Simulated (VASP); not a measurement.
Band structure of MgO (rock salt). Computed with rev-vdW-DF2, VASP's PBE PAW potentials (set 64) (plane waves; VASP).

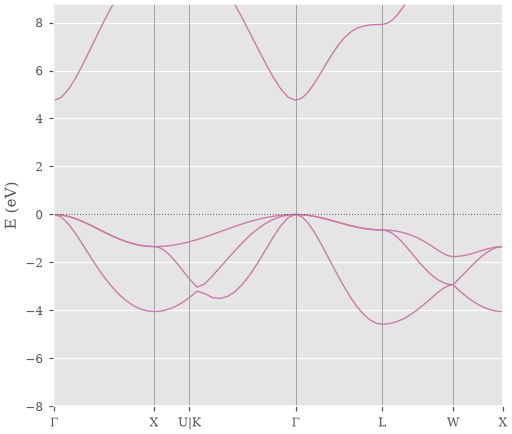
Bands along high-symmetry lines, zero at the valence-band maximum or, without a gap, the Fermi level

Read the plot: is there a gap, and where are the band edges?

The gap is direct, 4.76 eV, from the valence maximum at Γ to the conduction minimum at Γ. (Edges off the drawn lines would not show.)

Measured: gap 8.36 eV (computed value off by -3.60 eV), as given by Wei Chen et al., Physical Review Materials (2018), doi:10.1103/physrevmaterials.2.073803 [zero-point renormalisation of 0.53 eV added back (the table's ZPR column)].

The compound is MgO in the rock salt structure. It was relaxed first.
